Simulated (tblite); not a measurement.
C4H5FO: geometry relaxation

The run: geometry relaxation of C4H5FO, SMILES O=C(F)C1CC1. Method and program: GFN2-xTB geometry optimisation, gas phase (tblite 0.8.0).

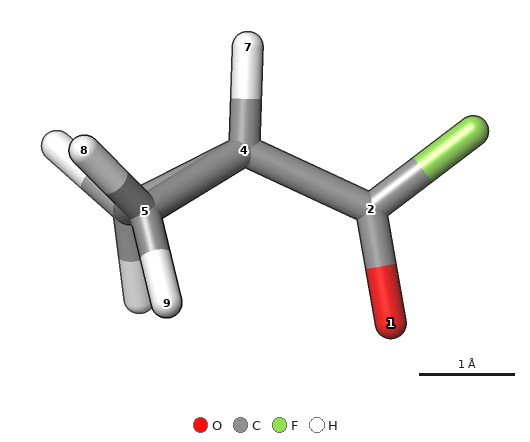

The structure as given in the input (stick view, seen on its broad side; atoms are numbered from 1 in the order of the input). Bond lengths as drawn: C–C 1.48 to 1.51 Å, C–F 1.36 Å, C–H 1.07 to 1.09 Å and C–O 1.22 Å.

### Summary

```json
{"quantity": "outcome", "value": "converged"}
{"quantity": "total energy", "value": "−541.2105 eV"}
{"quantity": "hardware", "value": "1 CPU thread, shared host"}
{"quantity": "peak memory", "value": "0.17 GiB"}
```

### Input
```
{"job": {"kind": "relax", "xc": "GFN2-xTB", "basis": "xTB"}, "charge": 0, "multiplicity": 1}
O      2.005300    -0.329900    -0.895600
C      1.564900    -0.013900     0.198100
F      2.465200     0.193500     1.191100
C      0.131100     0.139300     0.517200
C     -0.900600    -0.767300    -0.108800
C     -0.836900     0.685500    -0.499100
H     -0.046600     0.413900     1.555200
H     -1.729100    -1.090600     0.494100
H     -0.563300    -1.497500    -0.848000
H     -1.626100     1.340300    -0.144000
H     -0.458400     0.929400    -1.486100
```

The first line tells a small driver script what to run in tblite; the rest is the geometry in Å.

Launched with:
```bash
OMP_NUM_THREADS=1 python <driver script> task.json out
```

### Log
```
step      E/eV     max force
  0    -541.06007    3.177
  1    -541.07347    4.159
  2    -541.16117    0.583
  3    -541.17267    0.529
  4    -541.19566    0.236
  5    -541.20056    0.231
  6    -541.20634    0.160
  7    -541.20785    0.104
  8    -541.20899    0.083
  9    -541.20953    0.045
 10    -541.20979    0.030
 11    -541.20988    0.025
 12    -541.20996    0.025
 13    -541.21006    0.028
 14    -541.21015    0.034
 15    -541.21021    0.032
 16    -541.21026    0.026
 17    -541.21031    0.023
 18    -541.21037    0.022
 19    -541.21043    0.021
 20    -541.21048    0.019
 21    -541.21051    0.013
 22    -541.21053    0.010
 23    -541.21054    0.006
```

### Trajectory as extended XYZ (Å, eV, eV/Å), 20 of the 24 frames kept, from step=0 to step=23
```
11
Properties=species:S:1:pos:R:3:forces:R:3 step=0 energy=-541.06007
O     2.0053   -0.3299   -0.8956   -0.7920   0.6570   2.1730
C     1.5649   -0.0139    0.1981    0.5640  -0.9060  -2.9920
F     2.4652    0.1935    1.1911   -0.6490   0.0880   0.1180
C     0.1311    0.1393    0.5172    0.5560   0.1810   1.1040
C    -0.9006   -0.7673   -0.1088    0.2090   0.3460  -0.8500
C    -0.8369    0.6855   -0.4991   -0.1810  -0.4740  -0.1930
H    -0.0466    0.4139    1.5552    0.0630   0.0160  -0.0700
H    -1.7291   -1.0906    0.4941    0.0190  -0.0840   0.1680
H    -0.5633   -1.4975   -0.8480   -0.0410   0.2830   0.3480
H    -1.6261    1.3403   -0.1440    0.2490  -0.0570  -0.0330
H    -0.4584    0.9294   -1.4861    0.0020  -0.0500   0.2270
11
Properties=species:S:1:pos:R:3:forces:R:3 step=1 energy=-541.07347
O     1.9940   -0.3205   -0.8646    1.6200  -1.0390  -3.6870
C     1.5730   -0.0268    0.1553   -2.1680   0.9000   3.1450
F     2.4559    0.1947    1.1928   -0.4620   0.0810   0.1520
C     0.1390    0.1419    0.5329    0.2880  -0.1010  -0.1520
C    -0.8976   -0.7624   -0.1209   -0.0410   0.3020   0.0310
C    -0.8395    0.6787   -0.5019    0.0690  -0.2220   0.1070
H    -0.0457    0.4141    1.5542    0.0830   0.0940   0.3110
H    -1.7289   -1.0918    0.4965    0.2660   0.0220  -0.0770
H    -0.5639   -1.4935   -0.8430    0.0870   0.0550   0.0880
H    -1.6226    1.3395   -0.1445    0.2070  -0.0830  -0.0480
H    -0.4584    0.9287   -1.4828    0.0510  -0.0100   0.1300
11
Properties=species:S:1:pos:R:3:forces:R:3 step=2 energy=-541.16117
O     2.0036   -0.3264   -0.8859   -0.0470   0.0500   0.0910
C     1.5591   -0.0223    0.1713   -0.0480  -0.1810  -0.5360
F     2.4515    0.1955    1.1941   -0.5800   0.0520   0.0250
C     0.1420    0.1415    0.5340   -0.0120  -0.0530  -0.0580
C    -0.8975   -0.7597   -0.1223   -0.0810   0.1740   0.0510
C    -0.8394    0.6763   -0.5015    0.0550  -0.1220   0.0500
H    -0.0450    0.4148    1.5562    0.0790   0.0810   0.2720
H    -1.7270   -1.0918    0.4963    0.2650   0.0330  -0.0650
H    -0.5634   -1.4926   -0.8417    0.1040   0.0520   0.0720
H    -1.6207    1.3388   -0.1448    0.1960  -0.0710  -0.0240
H    -0.4580    0.9285   -1.4815    0.0690  -0.0150   0.1210
11
Properties=species:S:1:pos:R:3:forces:R:3 step=4 energy=-541.19566
O     2.0084   -0.3281   -0.8987   -0.0050  -0.0480  -0.1850
C     1.5439   -0.0320    0.1454   -0.0960   0.0540   0.1650
F     2.4019    0.2001    1.1968   -0.2360   0.0100  -0.0110
C     0.1423    0.1394    0.5389   -0.1770  -0.0120  -0.0630
C    -0.8993   -0.7516   -0.1244    0.1500  -0.1240   0.0580
C    -0.8356    0.6704   -0.5000    0.0900   0.1250   0.0420
H    -0.0358    0.4199    1.5722    0.1740  -0.0380  -0.1200
H    -1.7089   -1.0906    0.4945   -0.1170  -0.0670   0.1440
H    -0.5553   -1.4858   -0.8332    0.1250  -0.0340  -0.0320
H    -1.6046    1.3340   -0.1462   -0.0580   0.1160   0.0750
H    -0.4516    0.9270   -1.4714    0.1500   0.0180  -0.0740
11
Properties=species:S:1:pos:R:3:forces:R:3 step=5 energy=-541.20056
O     2.0085   -0.3287   -0.9024   -0.0510  -0.0220  -0.0800
C     1.5403   -0.0335    0.1414   -0.0870   0.0500   0.1160
F     2.3887    0.2011    1.1972   -0.1330   0.0060   0.0030
C     0.1395    0.1387    0.5384   -0.0510   0.0060  -0.0070
C    -0.8975   -0.7515   -0.1236    0.0550  -0.1710   0.0480
C    -0.8334    0.6709   -0.4989    0.0190   0.1520  -0.0200
H    -0.0314    0.4204    1.5737    0.1610  -0.0510  -0.1570
H    -1.7071   -1.0913    0.4963   -0.1050  -0.0600   0.1150
H    -0.5518   -1.4852   -0.8322    0.1160  -0.0360  -0.0300
H    -1.6025    1.3349   -0.1452   -0.0600   0.1100   0.0640
H    -0.4480    0.9270   -1.4707    0.1370   0.0160  -0.0520
11
Properties=species:S:1:pos:R:3:forces:R:3 step=6 energy=-541.20634
O     2.0066   -0.3295   -0.9072   -0.1050   0.0180   0.0730
C     1.5336   -0.0349    0.1365   -0.0290   0.0210  -0.0070
F     2.3677    0.2027    1.1979    0.0350   0.0050   0.0370
C     0.1359    0.1378    0.5373    0.0270   0.0080  -0.0230
C    -0.8952   -0.7550   -0.1209   -0.0430  -0.0170  -0.0210
C    -0.8306    0.6747   -0.4981   -0.0690  -0.0170  -0.0270
H    -0.0219    0.4200    1.5728    0.1100  -0.0390  -0.1090
H    -1.7062   -1.0936    0.5007   -0.0620  -0.0490   0.0510
H    -0.5440   -1.4853   -0.8316    0.0760  -0.0240   0.0010
H    -1.6006    1.3384   -0.1427   -0.0330   0.0800   0.0250
H    -0.4399    0.9274   -1.4704    0.0920   0.0140   0.0000
11
Properties=species:S:1:pos:R:3:forces:R:3 step=7 energy=-541.20785
O     2.0043   -0.3294   -0.9073   -0.0810   0.0160   0.0630
C     1.5317   -0.0345    0.1363   -0.0110   0.0110  -0.0240
F     2.3642    0.2030    1.1986    0.0530   0.0050   0.0350
C     0.1351    0.1376    0.5360    0.0330   0.0050  -0.0260
C    -0.8950   -0.7561   -0.1204   -0.0900  -0.0040  -0.0280
C    -0.8310    0.6754   -0.4982   -0.0880  -0.0250  -0.0460
H    -0.0177    0.4191    1.5703    0.0760  -0.0190  -0.0410
H    -1.7077   -1.0951    0.5029   -0.0010  -0.0290  -0.0010
H    -0.5409   -1.4860   -0.8318    0.0480  -0.0020   0.0270
H    -1.6012    1.3409   -0.1415    0.0070   0.0380  -0.0040
H    -0.4364    0.9278   -1.4708    0.0540   0.0050   0.0450
11
Properties=species:S:1:pos:R:3:forces:R:3 step=8 energy=-541.20899
O     2.0012   -0.3293   -0.9068   -0.0300   0.0030   0.0110
C     1.5299   -0.0337    0.1365    0.0060   0.0050  -0.0080
F     2.3627    0.2034    1.1998    0.0420   0.0020   0.0150
C     0.1347    0.1376    0.5343   -0.0190   0.0000  -0.0270
C    -0.8967   -0.7573   -0.1206   -0.0630   0.0340  -0.0380
C    -0.8330    0.6756   -0.4992   -0.0620  -0.0500  -0.0240
H    -0.0130    0.4180    1.5676    0.0370   0.0010   0.0200
H    -1.7089   -1.0968    0.5045    0.0250  -0.0200  -0.0260
H    -0.5375   -1.4866   -0.8313    0.0160   0.0140   0.0430
H    -1.6016    1.3436   -0.1407    0.0280   0.0100  -0.0250
H    -0.4326    0.9282   -1.4701    0.0200  -0.0010   0.0580
11
Properties=species:S:1:pos:R:3:forces:R:3 step=10 energy=-541.20979
O     1.9983   -0.3292   -0.9068    0.0110  -0.0030  -0.0190
C     1.5286   -0.0330    0.1366   -0.0040   0.0010   0.0090
F     2.3629    0.2037    1.2009    0.0070  -0.0040  -0.0230
C     0.1333    0.1377    0.5326   -0.0220   0.0010   0.0110
C    -0.9000   -0.7568   -0.1223   -0.0010   0.0070  -0.0020
C    -0.8367    0.6740   -0.5007    0.0000   0.0000   0.0060
H    -0.0081    0.4174    1.5667   -0.0020   0.0070   0.0290
H    -1.7087   -1.0991    0.5046    0.0030  -0.0190  -0.0200
H    -0.5345   -1.4863   -0.8290    0.0000   0.0020   0.0180
H    -1.6006    1.3460   -0.1414    0.0040   0.0080  -0.0250
H    -0.4290    0.9285   -1.4672    0.0040   0.0000   0.0160
11
Properties=species:S:1:pos:R:3:forces:R:3 step=11 energy=-541.20988
O     1.9982   -0.3293   -0.9070    0.0030   0.0000  -0.0080
C     1.5284   -0.0330    0.1365   -0.0070  -0.0010   0.0010
F     2.3629    0.2037    1.2006    0.0040  -0.0030  -0.0230
C     0.1328    0.1377    0.5328   -0.0070   0.0020   0.0170
C    -0.9005   -0.7565   -0.1227    0.0080  -0.0030   0.0080
C    -0.8371    0.6737   -0.5008    0.0100   0.0100   0.0100
H    -0.0077    0.4175    1.5674   -0.0040   0.0040   0.0170
H    -1.7085   -1.0997    0.5041   -0.0090  -0.0190  -0.0130
H    -0.5342   -1.4862   -0.8283    0.0030  -0.0040   0.0070
H    -1.6003    1.3463   -0.1420   -0.0070   0.0120  -0.0190
H    -0.4286    0.9285   -1.4664    0.0080   0.0010   0.0030
11
Properties=species:S:1:pos:R:3:forces:R:3 step=12 energy=-541.20996
O     1.9981   -0.3292   -0.9073   -0.0100   0.0030   0.0030
C     1.5282   -0.0330    0.1363   -0.0070  -0.0020  -0.0080
F     2.3631    0.2036    1.1998    0.0040  -0.0020  -0.0170
C     0.1322    0.1378    0.5333    0.0070   0.0020   0.0180
C    -0.9008   -0.7563   -0.1228    0.0120  -0.0070   0.0150
C    -0.8373    0.6736   -0.5007    0.0140   0.0140   0.0110
H    -0.0074    0.4177    1.5683   -0.0060   0.0010   0.0050
H    -1.7085   -1.1007    0.5034   -0.0170  -0.0170  -0.0060
H    -0.5339   -1.4862   -0.8275    0.0070  -0.0070  -0.0020
H    -1.6002    1.3469   -0.1430   -0.0150   0.0140  -0.0130
H    -0.4281    0.9285   -1.4657    0.0110   0.0020  -0.0070
11
Properties=species:S:1:pos:R:3:forces:R:3 step=13 energy=-541.21006
O     1.9977   -0.3291   -0.9077   -0.0260   0.0050   0.0090
C     1.5276   -0.0331    0.1361   -0.0050  -0.0030  -0.0140
F     2.3634    0.2034    1.1985    0.0040   0.0000  -0.0050
C     0.1316    0.1379    0.5342    0.0190   0.0010   0.0150
C    -0.9010   -0.7562   -0.1226    0.0130  -0.0090   0.0180
C    -0.8374    0.6738   -0.5003    0.0150   0.0120   0.0090
H    -0.0070    0.4180    1.5696   -0.0070  -0.0030  -0.0060
H    -1.7088   -1.1023    0.5023   -0.0200  -0.0090   0.0000
H    -0.5333   -1.4863   -0.8266    0.0100  -0.0060  -0.0090
H    -1.6003    1.3479   -0.1446   -0.0170   0.0100  -0.0060
H    -0.4271    0.9286   -1.4648    0.0130   0.0010  -0.0110
11
Properties=species:S:1:pos:R:3:forces:R:3 step=15 energy=-541.21021
O     1.9956   -0.3289   -0.9085   -0.0310   0.0010  -0.0060
C     1.5266   -0.0331    0.1357    0.0010   0.0010  -0.0020
F     2.3646    0.2032    1.1962    0.0040   0.0030   0.0070
C     0.1310    0.1381    0.5361    0.0100   0.0000   0.0030
C    -0.9007   -0.7564   -0.1215    0.0050  -0.0010   0.0060
C    -0.8369    0.6746   -0.4992    0.0060  -0.0030   0.0010
H    -0.0067    0.4183    1.5715   -0.0080  -0.0030  -0.0050
H    -1.7104   -1.1053    0.5004   -0.0050   0.0100  -0.0010
H    -0.5316   -1.4866   -0.8253    0.0080   0.0080  -0.0040
H    -1.6013    1.3501   -0.1475    0.0000  -0.0100   0.0010
H    -0.4247    0.9287   -1.4637    0.0090  -0.0050   0.0010
11
Properties=species:S:1:pos:R:3:forces:R:3 step=16 energy=-541.21026
O     1.9942   -0.3288   -0.9089   -0.0230  -0.0010  -0.0130
C     1.5263   -0.0331    0.1357    0.0010   0.0020   0.0070
F     2.3650    0.2032    1.1957    0.0030   0.0020   0.0040
C     0.1311    0.1382    0.5366   -0.0020  -0.0010   0.0000
C    -0.9005   -0.7565   -0.1210    0.0020   0.0030  -0.0020
C    -0.8365    0.6748   -0.4989    0.0020  -0.0080  -0.0030
H    -0.0069    0.4183    1.5718   -0.0080  -0.0010   0.0020
H    -1.7110   -1.1059    0.4999    0.0040   0.0150  -0.0030
H    -0.5309   -1.4865   -0.8251    0.0060   0.0120   0.0000
H    -1.6016    1.3504   -0.1483    0.0080  -0.0160   0.0010
H    -0.4238    0.9286   -1.4635    0.0060  -0.0070   0.0070
11
Properties=species:S:1:pos:R:3:forces:R:3 step=17 energy=-541.21031
O     1.9922   -0.3288   -0.9096   -0.0100  -0.0030  -0.0150
C     1.5260   -0.0330    0.1357   -0.0020   0.0040   0.0140
F     2.3656    0.2033    1.1953    0.0030   0.0000  -0.0040
C     0.1313    0.1382    0.5373   -0.0140   0.0000  -0.0010
C    -0.9001   -0.7566   -0.1205   -0.0020   0.0050  -0.0090
C    -0.8360    0.6748   -0.4986   -0.0010  -0.0100  -0.0050
H    -0.0073    0.4182    1.5722   -0.0060   0.0010   0.0090
H    -1.7116   -1.1061    0.4993    0.0110   0.0170  -0.0040
H    -0.5301   -1.4862   -0.8249    0.0050   0.0120   0.0040
H    -1.6019    1.3504   -0.1491    0.0130  -0.0190   0.0030
H    -0.4227    0.9284   -1.4631    0.0050  -0.0070   0.0100
11
Properties=species:S:1:pos:R:3:forces:R:3 step=18 energy=-541.21037
O     1.9894   -0.3287   -0.9106    0.0020  -0.0020  -0.0100
C     1.5256   -0.0329    0.1358   -0.0070   0.0040   0.0150
F     2.3662    0.2034    1.1946    0.0030  -0.0020  -0.0140
C     0.1313    0.1383    0.5382   -0.0220   0.0000   0.0000
C    -0.8997   -0.7566   -0.1200   -0.0040   0.0050  -0.0140
C    -0.8354    0.6747   -0.4983   -0.0040  -0.0090  -0.0070
H    -0.0079    0.4182    1.5729   -0.0040   0.0030   0.0140
H    -1.7122   -1.1061    0.4985    0.0130   0.0170  -0.0020
H    -0.5289   -1.4855   -0.8246    0.0040   0.0070   0.0040
H    -1.6019    1.3501   -0.1500    0.0130  -0.0160   0.0050
H    -0.4212    0.9279   -1.4624    0.0050  -0.0060   0.0080
11
Properties=species:S:1:pos:R:3:forces:R:3 step=19 energy=-541.21043
O     1.9865   -0.3286   -0.9116    0.0100   0.0010   0.0010
C     1.5251   -0.0328    0.1359   -0.0110   0.0020   0.0100
F     2.3669    0.2034    1.1936    0.0030  -0.0040  -0.0200
C     0.1310    0.1384    0.5393   -0.0200   0.0000   0.0030
C    -0.8993   -0.7565   -0.1197   -0.0040   0.0020  -0.0140
C    -0.8349    0.6744   -0.4981   -0.0030  -0.0030  -0.0070
H    -0.0086    0.4182    1.5739   -0.0030   0.0030   0.0140
H    -1.7126   -1.1059    0.4975    0.0100   0.0130   0.0020
H    -0.5275   -1.4847   -0.8242    0.0050  -0.0010   0.0010
H    -1.6017    1.3495   -0.1509    0.0070  -0.0090   0.0080
H    -0.4195    0.9273   -1.4616    0.0070  -0.0040   0.0010
11
Properties=species:S:1:pos:R:3:forces:R:3 step=21 energy=-541.21051
O     1.9830   -0.3283   -0.9126    0.0040   0.0030   0.0120
C     1.5238   -0.0326    0.1361   -0.0080  -0.0010  -0.0060
F     2.3679    0.2033    1.1914    0.0030  -0.0020  -0.0100
C     0.1299    0.1385    0.5410   -0.0010   0.0010   0.0040
C    -0.8991   -0.7564   -0.1200    0.0000  -0.0030  -0.0030
C    -0.8343    0.6740   -0.4981    0.0000   0.0050  -0.0020
H    -0.0097    0.4183    1.5758   -0.0030   0.0000   0.0020
H    -1.7126   -1.1050    0.4965   -0.0020   0.0030   0.0060
H    -0.5254   -1.4839   -0.8237    0.0050  -0.0120  -0.0030
H    -1.6013    1.3484   -0.1517   -0.0060   0.0030   0.0080
H    -0.4169    0.9264   -1.4606    0.0080   0.0030  -0.0070
11
Properties=species:S:1:pos:R:3:forces:R:3 step=22 energy=-541.21053
O     1.9826   -0.3282   -0.9126   -0.0010   0.0010   0.0060
C     1.5233   -0.0326    0.1362   -0.0020  -0.0020  -0.0070
F     2.3682    0.2032    1.1906    0.0020   0.0000  -0.0020
C     0.1295    0.1385    0.5413    0.0040   0.0000   0.0020
C    -0.8991   -0.7564   -0.1202    0.0010  -0.0020   0.0000
C    -0.8342    0.6740   -0.4983    0.0010   0.0040   0.0000
H    -0.0099    0.4184    1.5763   -0.0030  -0.0010  -0.0020
H    -1.7126   -1.1047    0.4964   -0.0030   0.0010   0.0030
H    -0.5249   -1.4840   -0.8237    0.0030  -0.0100  -0.0010
H    -1.6013    1.3482   -0.1516   -0.0060   0.0040   0.0050
H    -0.4162    0.9263   -1.4605    0.0050   0.0040  -0.0050
11
Properties=species:S:1:pos:R:3:forces:R:3 step=23 energy=-541.21054
O     1.9825   -0.3282   -0.9125   -0.0020   0.0000   0.0000
C     1.5231   -0.0325    0.1362    0.0010  -0.0010  -0.0030
F     2.3684    0.2032    1.1904    0.0000   0.0010   0.0020
C     0.1294    0.1385    0.5414    0.0030   0.0000   0.0000
C    -0.8990   -0.7565   -0.1203    0.0010  -0.0010   0.0000
C    -0.8342    0.6741   -0.4983    0.0000   0.0020   0.0000
H    -0.0101    0.4184    1.5764   -0.0030  -0.0010  -0.0020
H    -1.7127   -1.1046    0.4965   -0.0010   0.0010   0.0010
H    -0.5247   -1.4843   -0.8237    0.0000  -0.0060   0.0020
H    -1.6015    1.3482   -0.1514   -0.0030   0.0010   0.0020
H    -0.4159    0.9263   -1.4606    0.0030   0.0040   0.0000
```

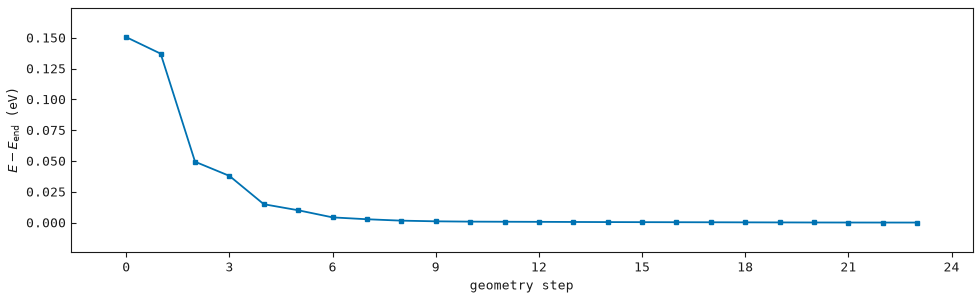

Progress of the relaxation, step by step (steps are counted from 0).

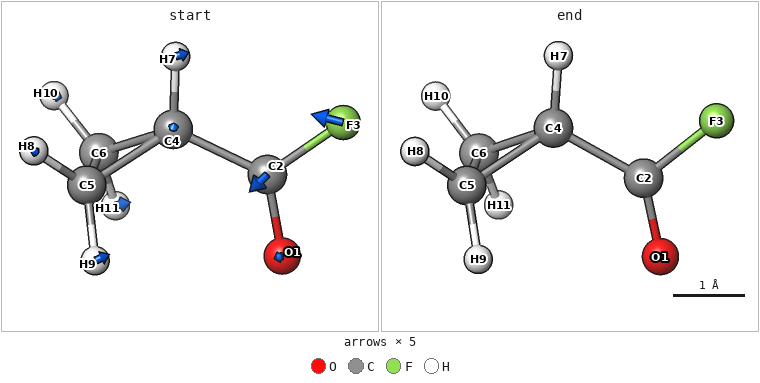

Before (left) and after (right) the relaxation, at one scale (ball-and-stick view, seen at a tilt). The blue arrows give the displacements, magnified 5 times. F3 moves most after the best rigid fit: 0.097 Å. By element the largest moves are F 0.097 Å, C 0.077 Å, H 0.050 Å, O 0.029 Å. Distances before and after: O1–C2 1.221 → 1.182 Å, C5–C6 1.506 → 1.481 Å, C2–C4 1.477 → 1.461 Å, C2–F3 1.356 → 1.372 Å. Among the angles that change: F3–C2–C4 118.1° → 110.8°, O1–C2–C4 124.8° → 130.2°, C2–C4–C5 120.8° → 117.2°. The energy falls by 0.150 eV in 23 geometry steps. Largest force component: 3 eV/Å at the start, 0.006 eV/Å at the end. (Atoms are counted from 1 in the order of the input.)
